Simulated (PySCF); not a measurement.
**C13H13N: NMR shifts at several levels of theory, part 1 of 2**

Aim: compute the NMR shifts of C13H13N (`CC1=Nc2ccccc2C12CC=CC2`) at several levels, and see how far they spread and what each costs.

Computed with PySCF 2.14.0, with density-fitted response routines of our own, on a single molecule in the gas phase. Atoms count from 0, in the outputs and in this text.

## Step 1: The molecule as given

27 atoms, charge 0, multiplicity 1; geometry from: GFN2-xTB.

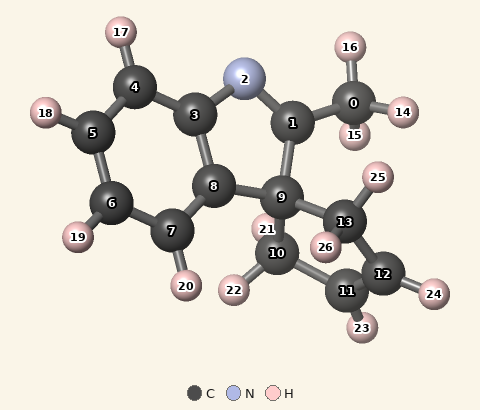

The starting geometry (carbon dark grey, nitrogen light blue, hydrogen pink), atoms numbered.

## Step 2: Optimising the geometry at PBE0-D3(BJ)/def2-SVP

Job settings and geometry (Å):

```
{"job": {"xc": "PBE0", "basis": "def2-SVP", "d3": "d3bj", "grid": 1, "kind": "geom"}, "charge": 0, "multiplicity": 1}
C     -1.741560     1.890540     1.514640
C     -0.614430     1.090390     0.982970
N      0.580980     1.201110     1.422760
C      1.388950     0.313300     0.705710
C      2.747140     0.109080     0.851210
C      3.350230    -0.830220     0.027230
C      2.615190    -1.541640    -0.908110
C      1.248460    -1.332780    -1.054470
C      0.641640    -0.401160    -0.245190
C     -0.778390     0.068180    -0.137500
C     -1.794210    -1.037690     0.230170
C     -3.007700    -0.699860    -0.580120
C     -2.764730     0.242400    -1.473130
C     -1.343120     0.711680    -1.427760
H     -2.193910     2.484450     0.726090
H     -2.516930     1.231740     1.913320
H     -1.382770     2.548700     2.300830
H      3.312190     0.664510     1.582620
H      4.411560    -1.011430     0.116210
H      3.111170    -2.269630    -1.533760
H      0.683110    -1.891450    -1.787680
H     -1.996040    -1.065260     1.302630
H     -1.408740    -2.021460    -0.053790
H     -3.940230    -1.215560    -0.429450
H     -3.461290     0.641810    -2.189740
H     -1.257250     1.799830    -1.412710
H     -0.796150     0.354220    -2.305300
```

Output:

```text
step   0  E = -556.91821329  max force = 0.011443
step   1  E = -556.92092012  max force = 0.002643
step   2  E = -556.92087900  max force = 0.003399
step   3  E = -556.92110800  max force = 0.001067
step   4  E = -556.92111131  max force = 0.000867
step   5  E = -556.92113335  max force = 0.000391
step   6  E = -556.92114186  max force = 0.001000
step   7  E = -556.92115781  max force = 0.000448
step   8  E = -556.92116967  max force = 0.000363
optimisation converged
```

It took 2.4 min on 8 threads of Intel Xeon 6975P-C (Granite Rapids), shared host.

Step by step: (the energy doesn't fall at every step)

| step | energy from step 0 (eV) | largest force component (eV/Å) |
| --- | --- | --- |
| 0 | 0.0000 | 0.5884 |
| 1 | -0.0737 | 0.1359 |
| 2 | -0.0725 | 0.1748 |
| 3 | -0.0788 | 0.0549 |
| 4 | -0.0789 | 0.0446 |
| 5 | -0.0795 | 0.0201 |
| 6 | -0.0797 | 0.0514 |
| 7 | -0.0801 | 0.0230 |
| 8 | -0.0804 | 0.0187 |

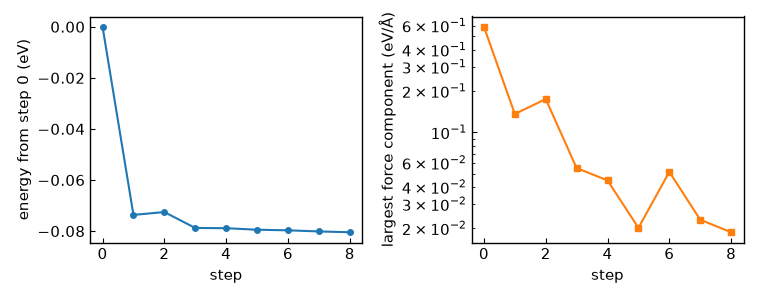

Energy and force, step by step.

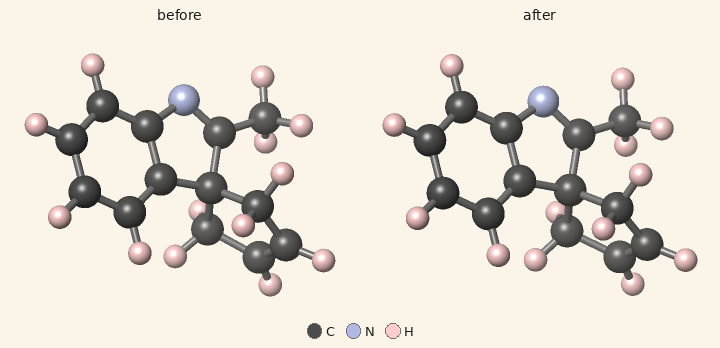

The geometry before (left) and after (right).

Distances of close pairs at the start and the end, largest changes first:

| bond | before (Å) | after (Å) | change (Å) |
| --- | --- | --- | --- |
| C12–H24 | 1.076 | 1.093 | +0.017 |
| C11–H23 | 1.076 | 1.093 | +0.017 |
| C0–H14 | 1.086 | 1.102 | +0.016 |
| C11–C12 | 1.321 | 1.336 | +0.015 |
| C4–H17 | 1.078 | 1.092 | +0.013 |
| C7–H20 | 1.081 | 1.094 | +0.013 |
| C5–H18 | 1.080 | 1.093 | +0.012 |
| C6–H19 | 1.080 | 1.093 | +0.012 |

The final coordinates are the input of the step that follows.

| at the end point | value |
| --- | --- |
| point group (found at 0.08 Å tolerance) | Cs |
| rotational constants (GHz, main isotopes) | 1.400, 0.583, 0.461 |
| dipole moment (D) | 2.54 |

## Step 3: Nuclear shieldings: PBE0/pcSseg-1

Job settings and geometry (Å):

```
{"job": {"kind": "nmr", "xc": "PBE0", "basis": "pcSseg-1", "pop": false}, "charge": 0, "multiplicity": 1}
C     -1.761737     1.873309     1.496729
C     -0.619615     1.080752     0.971785
N      0.577891     1.198004     1.427483
C      1.391481     0.305247     0.705187
C      2.758046     0.103913     0.865059
C      3.381712    -0.835546     0.039508
C      2.655622    -1.550616    -0.916177
C      1.279467    -1.342119    -1.070975
C      0.657297    -0.410636    -0.254227
C     -0.767703     0.054776    -0.153141
C     -1.800561    -1.044327     0.226754
C     -3.034754    -0.653490    -0.530448
C     -2.788651     0.298510    -1.434683
C     -1.346485     0.709980    -1.439419
H     -2.227088     2.473101     0.697977
H     -2.553059     1.214063     1.888529
H     -1.414091     2.539264     2.296094
H      3.312880     0.669795     1.615677
H      4.454783    -1.014765     0.142040
H      3.167365    -2.279615    -1.548934
H      0.716751    -1.905243    -1.821169
H     -1.950534    -1.106209     1.317705
H     -1.443499    -2.042053    -0.084875
H     -4.001608    -1.140444    -0.381236
H     -3.524311     0.704430    -2.133463
H     -1.197332     1.802780    -1.445363
H     -0.829098     0.330939    -2.338736
```

Method: GIAO PBE0/pcSseg-1 NMR shielding, non-relativistic, gas phase.

Output:

```text
coarse grid: 23240 points
cycle   1  E = -557.0591336603  dE =  2.471e+00  |g| = 5.005e-01  |ddm| = 5.269e+00
cycle   2  E = -557.0381311225  dE =  2.100e-02  |g| = 6.174e-01  |ddm| = 1.403e+00
cycle   3  E = -557.1243461808  dE = -8.622e-02  |g| = 1.479e-01  |ddm| = 7.771e-01
cycle   4  E = -557.1288137737  dE = -4.468e-03  |g| = 5.462e-02  |ddm| = 2.239e-01
cycle   5  E = -557.1294681143  dE = -6.543e-04  |g| = 1.489e-02  |ddm| = 1.028e-01
cycle   6  E = -557.1295206723  dE = -5.256e-05  |g| = 5.142e-03  |ddm| = 2.792e-02
cycle   7  E = -557.1295273320  dE = -6.660e-06  |g| = 1.483e-03  |ddm| = 7.280e-03
final grid: 226536 points
cycle   8  E = -557.2127867424  dE = -7.056e-05  |g| = 9.425e-03  |ddm| = 7.168e-02
cycle   9  E = -557.2127788370  dE =  7.905e-06  |g| = 1.097e-02  |ddm| = 2.816e-02
cycle  10  E = -557.2128103817  dE = -3.154e-05  |g| = 1.958e-03  |ddm| = 1.639e-02
cycle  11  E = -557.2128113862  dE = -1.004e-06  |g| = 3.919e-04  |ddm| = 2.346e-03
cycle  12  E = -557.2128114216  dE = -3.542e-08  |g| = 1.462e-04  |ddm| = 6.639e-04
cycle  13  E = -557.2128114267  dE = -5.053e-09  |g| = 4.557e-05  |ddm| = 2.384e-04
cycle  14  E = -557.2128114271  dE = -4.229e-10  |g| = 1.897e-05  |ddm| = 6.884e-05
converged SCF energy = -557.2128114271

GIAO shielding tensors (ppm)
atom      isotropic    diamagn.    paramagn.     s11        s22        s33       span
  0 C      167.138     248.104     -80.966    157.493    158.341    185.580     28.088
  1 C       -7.857     262.982    -270.840   -104.458    -22.314    103.200    207.658
  2 N      -91.506     336.980    -428.486   -353.449   -105.577    184.509    537.957
  3 C       23.062     254.432    -231.369    -66.195     22.233    113.150    179.345
  4 C       57.841     250.741    -192.900    -32.705     37.856    168.373    201.078
  5 C       51.075     255.169    -204.093    -56.722     36.902    173.045    229.768
  6 C       54.094     255.349    -201.255    -55.074     43.695    173.661    228.735
  7 C       58.104     250.031    -191.927    -41.791     40.901    175.202    216.993
  8 C       33.347     259.862    -226.515    -37.718    -11.270    149.028    186.746
  9 C      122.668     251.019    -128.351    118.122    119.944    129.937     11.814
 10 C      139.711     245.861    -106.150    111.001    145.585    162.547     51.545
 11 C       44.341     257.886    -213.544    -65.460     61.073    137.411    202.870
 12 C       44.342     257.941    -213.600    -65.489     61.064    137.450    202.938
 13 C      139.757     245.818    -106.061    111.000    145.656    162.616     51.616
 14 H       29.259      29.403      -0.145     24.206     29.745     33.824      9.618
 15 H       29.258      29.402      -0.144     24.204     29.749     33.820      9.616
 16 H       28.884      27.852       1.031     23.723     27.207     35.721     11.998
 17 H       23.551      30.191      -6.639     19.860     24.272     26.521      6.661
 18 H       23.819      28.226      -4.407     20.245     25.016     26.195      5.950
 19 H       23.957      29.439      -5.482     20.307     24.696     26.867      6.559
 20 H       23.870      33.666      -9.796     19.586     22.637     29.386      9.799
 21 H       29.010      32.422      -3.411     25.127     27.589     34.316      9.189
 22 H       28.433      31.878      -3.445     22.756     28.811     33.732     10.976
 23 H       25.221      29.542      -4.321     23.944     24.514     27.205      3.261
 24 H       25.216      29.551      -4.335     23.947     24.507     27.193      3.245
 25 H       29.008      32.410      -3.402     25.131     27.568     34.324      9.192
 26 H       28.431      31.882      -3.452     22.740     28.816     33.736     10.996
```

Run time: 49 s. Hardware: 8 threads of Intel Xeon 6975P-C (Granite Rapids), shared host.

The references, computed at this level on geometries of the same kind, shield at (ppm): ¹H TMS 31.27, ¹³C TMS 184.4, ¹⁵N NH3 265.7. Their shielding less the atom's gives the shift. The references are single molecules in the gas phase, so shifts against H2O, NH3, PH3, H3PO4 or CFCl3 are not on the usual liquid scales and can be off by tens of ppm. Atoms listed in one row are averaged.

| atoms | environment | σ (ppm) | δ (ppm) | δ scaled to CDCl3 |
| --- | --- | --- | --- | --- |
| C1 | C=N carbon | -7.9 | 192.3 | 186.2 |
| C3 | aromatic carbon bearing nitrogen | 23.1 | 161.3 | 156.2 |
| C8 | substituted aromatic carbon | 33.3 | 151.1 | 146.2 |
| C11, C12 | alkene CH | 44.3 | 140.1 | 135.5 |
| C5 | aromatic CH | 51.1 | 133.3 | 129.0 |
| C6 | aromatic CH | 54.1 | 130.3 | 126.0 |
| C4 | aromatic CH | 57.8 | 126.6 | 122.4 |
| C7 | aromatic CH | 58.1 | 126.3 | 122.1 |
| C9 | quaternary sp3 carbon on an aromatic ring | 122.7 | 61.7 | 59.4 |
| C10, C13 | allylic sp3 CH2 | 139.7 | 44.7 | 42.9 |
| C0 | methyl carbon | 167.1 | 17.3 | 16.3 |
| H17 | hydrogen on an aromatic CH | 23.55 | 7.72 | 7.53 |
| H18 | hydrogen on an aromatic CH | 23.82 | 7.45 | 7.28 |
| H20 | hydrogen on an aromatic CH | 23.87 | 7.40 | 7.23 |
| H19 | hydrogen on an aromatic CH | 23.96 | 7.31 | 7.14 |
| H23, H24 | hydrogen on an alkene CH | 25.22 | 6.05 | 5.95 |
| H22, H26 | hydrogen on an allylic sp3 CH2 | 28.43 | 2.84 | 2.90 |
| H21, H25 | hydrogen on an allylic sp3 CH2 | 29.01 | 2.26 | 2.36 |
| H14, H15, H16 | hydrogen on a methyl carbon | 29.13 | 2.13 | 2.24 |
| N2 | imine nitrogen | -91.5 | 357.2 | – |

The scaled column applies a straight-line fit of computed shieldings to shifts measured in CDCl3 (root-mean-square error 0.21 ppm for H, 2.0 ppm for C).

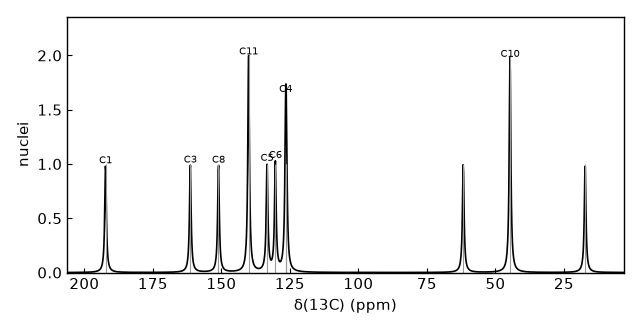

¹³C lines at the computed shifts, without couplings. Lines are broadened to a width of 0.70 ppm (Lorentzian).

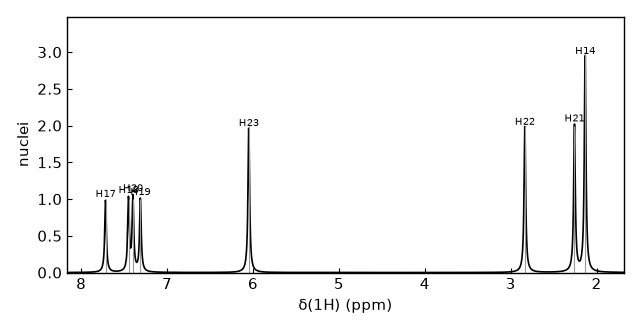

¹H lines at the computed shifts, without couplings. Lines are broadened to a width of 0.02 ppm (Lorentzian).

Ring of atoms C1, N2, C3, C8, C9: NICS(0) 2.2, NICS(1) -3.5, NICS(1)zz -2.4 ppm (means of both faces).

Ring of atoms C3, C4, C5, C6, C7, C8: NICS(0) -8.6, NICS(1) -10.9, NICS(1)zz -26.6 ppm (means of both faces).

Ring of atoms C9, C10, C11, C12, C13: NICS(0) -1.8, NICS(1) -2.3, NICS(1)zz -5.3 ppm (means of both faces). The ring holds saturated atoms, so no π current runs round it: these values come from its σ bonds, any local π bonds and neighbouring rings, and say nothing of aromaticity.

## Step 4: Shielding tensors: PBE/pcSseg-1

The job, as its differences from that of step 3:

```diff
@@ -1,2 +1,2 @@
-{"job": {"kind": "nmr", "xc": "PBE0", "basis": "pcSseg-1", "pop": false}, "charge": 0, "multiplicity": 1}
+{"job": {"kind": "nmr", "xc": "PBE", "basis": "pcSseg-1", "pop": false}, "charge": 0, "multiplicity": 1}
 C     -1.761737     1.873309     1.496729
```

With the program's defaults for keys left out, this is: GIAO PBE/pcSseg-1 NMR shielding, non-relativistic, gas phase.

Output:

```text
coarse grid: 23240 points
cycle   1  E = -556.9026896239  dE =  1.885e+00  |g| = 7.164e-01  |ddm| = 5.374e+00
cycle   2  E = -556.7275434787  dE =  1.751e-01  |g| = 1.096e+00  |ddm| = 2.274e+00
cycle   3  E = -557.0285516573  dE = -3.010e-01  |g| = 2.729e-01  |ddm| = 1.484e+00
cycle   4  E = -557.0451926284  dE = -1.664e-02  |g| = 8.876e-02  |ddm| = 3.609e-01
cycle   5  E = -557.0468891831  dE = -1.697e-03  |g| = 2.913e-02  |ddm| = 1.800e-01
cycle   6  E = -557.0470793445  dE = -1.902e-04  |g| = 1.135e-02  |ddm| = 5.434e-02
cycle   7  E = -557.0471079564  dE = -2.861e-05  |g| = 5.245e-03  |ddm| = 1.863e-02
cycle   8  E = -557.0471156104  dE = -7.654e-06  |g| = 9.320e-04  |ddm| = 6.084e-03
final grid: 226536 points
cycle   9  E = -557.1621227791  dE = -8.795e-05  |g| = 1.571e-02  |ddm| = 9.763e-02
cycle  10  E = -557.1620514140  dE =  7.137e-05  |g| = 2.265e-02  |ddm| = 4.953e-02
cycle  11  E = -557.1621866567  dE = -1.352e-04  |g| = 3.809e-03  |ddm| = 3.335e-02
cycle  12  E = -557.1621902304  dE = -3.574e-06  |g| = 1.234e-03  |ddm| = 6.532e-03
cycle  13  E = -557.1621905922  dE = -3.617e-07  |g| = 3.489e-04  |ddm| = 1.585e-03
cycle  14  E = -557.1621906188  dE = -2.665e-08  |g| = 8.288e-05  |ddm| = 4.270e-04
cycle  15  E = -557.1621906197  dE = -8.752e-10  |g| = 5.633e-05  |ddm| = 1.510e-04
cycle  16  E = -557.1621906205  dE = -8.336e-10  |g| = 7.700e-06  |ddm| = 6.434e-05
converged SCF energy = -557.1621906205

GIAO shielding tensors (ppm)
atom      isotropic    diamagn.    paramagn.     s11        s22        s33       span
  0 C      162.567     249.389     -86.822    152.582    153.539    181.580     28.998
  1 C       -9.121     262.803    -271.925    -98.157    -25.584     96.376    194.533
  2 N      -92.764     337.939    -430.703   -345.302   -105.799    172.808    518.110
  3 C       20.691     254.191    -233.499    -62.284     18.253    106.105    168.388
  4 C       55.638     250.496    -194.858    -31.514     36.328    162.101    193.615
  5 C       49.184     254.051    -204.867    -54.805     35.581    166.777    221.583
  6 C       51.836     254.487    -202.651    -53.779     41.811    167.474    221.253
  7 C       56.560     250.107    -193.547    -39.514     40.017    169.177    208.691
  8 C       30.193     259.205    -229.012    -35.549    -16.030    142.158    177.706
  9 C      115.612     252.627    -137.016    111.073    112.708    123.053     11.980
 10 C      132.728     246.497    -113.769    103.006    138.431    156.747     53.742
 11 C       41.988     256.514    -214.526    -59.878     54.762    131.081    190.959
 12 C       41.987     256.573    -214.585    -59.909     54.747    131.124    191.033
 13 C      132.778     246.455    -113.677    103.010    138.501    156.823     53.813
 14 H       29.140      29.727      -0.587     24.284     29.654     33.482      9.197
 15 H       29.139      29.726      -0.587     24.282     29.656     33.478      9.196
 16 H       28.910      27.931       0.978     24.092     27.305     35.331     11.239
 17 H       23.621      30.244      -6.623     20.250     24.094     26.519      6.269
 18 H       23.857      28.208      -4.351     20.504     24.808     26.260      5.755
 19 H       23.995      29.469      -5.475     20.600     24.489     26.895      6.296
 20 H       23.931      34.111     -10.179     19.928     22.486     29.380      9.452
 21 H       28.825      32.425      -3.600     25.237     27.428     33.809      8.572
 22 H       28.270      31.928      -3.658     22.847     28.756     33.206     10.359
 23 H       25.206      29.546      -4.340     24.127     24.571     26.920      2.794
 24 H       25.201      29.555      -4.353     24.131     24.565     26.908      2.777
 25 H       28.822      32.413      -3.591     25.241     27.409     33.816      8.575
 26 H       28.267      31.931      -3.664     22.831     28.762     33.209     10.378
```

It took 35 s on 8 threads of Intel Xeon 6975P-C (Granite Rapids), shared host.

This run: δ C1 189.2, C3 159.3, C8 149.8, C11 138.0, H17 7.58, H18 7.34 ppm (means over like atoms).

## Step 5: Shielding tensors: wB97X-D/pcSseg-1

The job, as its differences from that of step 4:

```diff
@@ -1,2 +1,2 @@
-{"job": {"kind": "nmr", "xc": "PBE", "basis": "pcSseg-1", "pop": false}, "charge": 0, "multiplicity": 1}
+{"job": {"kind": "nmr", "xc": "wB97X-D", "basis": "pcSseg-1", "pop": false}, "charge": 0, "multiplicity": 1}
 C     -1.761737     1.873309     1.496729
```

With the program's defaults for keys left out, this is: GIAO wB97X-D/pcSseg-1 NMR shielding, non-relativistic, gas phase.

Output:

```text
coarse grid: 23240 points
cycle   1  E = -557.5212425090  dE =  3.163e+00  |g| = 4.561e-01  |ddm| = 5.210e+00
cycle   2  E = -557.5411046880  dE = -1.986e-02  |g| = 4.584e-01  |ddm| = 1.180e+00
cycle   3  E = -557.5827816732  dE = -4.168e-02  |g| = 8.818e-02  |ddm| = 5.919e-01
cycle   4  E = -557.5844439673  dE = -1.662e-03  |g| = 4.090e-02  |ddm| = 1.421e-01
cycle   5  E = -557.5848508219  dE = -4.069e-04  |g| = 7.731e-03  |ddm| = 6.922e-02
cycle   6  E = -557.5848675726  dE = -1.675e-05  |g| = 3.233e-03  |ddm| = 1.530e-02
cycle   7  E = -557.5848713786  dE = -3.806e-06  |g| = 1.092e-03  |ddm| = 6.113e-03
final grid: 226536 points
cycle   8  E = -557.6741157697  dE = -4.157e-04  |g| = 5.438e-03  |ddm| = 9.193e-02
cycle   9  E = -557.6741227447  dE = -6.975e-06  |g| = 3.402e-03  |ddm| = 1.680e-02
cycle  10  E = -557.6741252708  dE = -2.526e-06  |g| = 1.229e-03  |ddm| = 5.968e-03
cycle  11  E = -557.6741257023  dE = -4.316e-07  |g| = 4.167e-04  |ddm| = 2.098e-03
cycle  12  E = -557.6741257564  dE = -5.410e-08  |g| = 1.317e-04  |ddm| = 6.227e-04
cycle  13  E = -557.6741257652  dE = -8.802e-09  |g| = 5.534e-05  |ddm| = 3.162e-04
cycle  14  E = -557.6741257671  dE = -1.891e-09  |g| = 2.477e-05  |ddm| = 1.246e-04
cycle  15  E = -557.6741257674  dE = -3.261e-10  |g| = 1.035e-05  |ddm| = 6.264e-05
converged SCF energy = -557.6741257674

GIAO shielding tensors (ppm)
atom      isotropic    diamagn.    paramagn.     s11        s22        s33       span
  0 C      166.926     247.656     -80.730    156.679    158.689    185.410     28.732
  1 C       -9.994     263.654    -273.648   -109.403    -24.133    103.552    212.955
  2 N      -89.482     338.317    -427.799   -351.508   -104.671    187.733    539.242
  3 C       22.073     255.658    -233.585    -70.841     23.848    113.213    184.053
  4 C       56.788     251.665    -194.877    -35.850     37.408    168.806    204.656
  5 C       50.047     255.838    -205.792    -59.944     36.449    173.635    233.578
  6 C       53.094     255.808    -202.714    -58.208     43.263    174.228    232.436
  7 C       56.826     251.106    -194.281    -45.408     40.210    175.676    221.084
  8 C       32.437     261.089    -228.652    -41.033    -11.227    149.570    190.604
  9 C      123.244     251.250    -128.007    118.188    120.842    130.701     12.513
 10 C      140.575     246.336    -105.761    112.200    146.316    163.208     51.008
 11 C       43.671     258.584    -214.913    -69.698     62.203    138.507    208.204
 12 C       43.664     258.637    -214.974    -69.738     62.192    138.538    208.276
 13 C      140.630     246.295    -105.664    112.207    146.406    163.278     51.071
 14 H       29.406      29.559      -0.153     24.380     29.940     33.897      9.517
 15 H       29.405      29.557      -0.152     24.378     29.944     33.894      9.517
 16 H       28.987      27.902       1.085     23.780     27.346     35.834     12.055
 17 H       23.643      30.262      -6.619     19.977     24.314     26.638      6.661
 18 H       23.929      28.129      -4.200     20.400     25.080     26.306      5.905
 19 H       24.056      29.388      -5.332     20.428     24.759     26.980      6.552
 20 H       23.951      33.773      -9.822     19.709     22.676     29.467      9.758
 21 H       29.179      32.754      -3.575     25.287     27.776     34.472      9.185
 22 H       28.613      32.250      -3.638     22.932     29.005     33.900     10.968
 23 H       25.335      29.483      -4.148     24.042     24.637     27.326      3.284
 24 H       25.330      29.492      -4.162     24.047     24.630     27.313      3.266
 25 H       29.176      32.741      -3.565     25.292     27.756     34.481      9.189
 26 H       28.610      32.254      -3.644     22.915     29.011     33.902     10.987
```

Wall time 64 s (8 threads of Intel Xeon 6975P-C (Granite Rapids), shared host).

Key values: δ C1 194.5, C3 162.5, C8 152.1, C11 140.9, H17 7.74, H18 7.45 ppm (means over like atoms).

(Continued in part 2 of 2.)
